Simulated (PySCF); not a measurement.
```xyz
2

Rb    0.0000    0.0000   -1.5215
Se    0.0000    0.0000    1.6165
```

Core potentials replace the inner electrons of Rb.

Method: PBE0/def2-TZVPP, non-relativistic Hamiltonian with scalar-relativistic core potentials where named, at a bond length of 3.138 Å (PySCF 2.14.0).

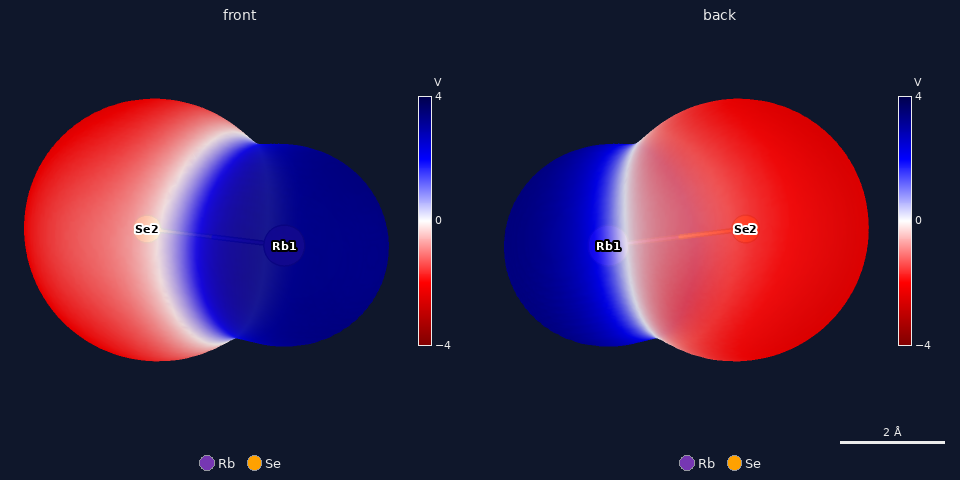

RbSe (doublet). The molecular electrostatic potential painted on the density surface at 0.001 e/bohr³, seen from the front and from behind; the colour scale runs from red (negative) to blue (positive).

Where is the surface potential most negative and most positive?

Answer. The most negative region (about −2.3 V) lies over Se2, the most positive (about +3.3 V) over Rb1.
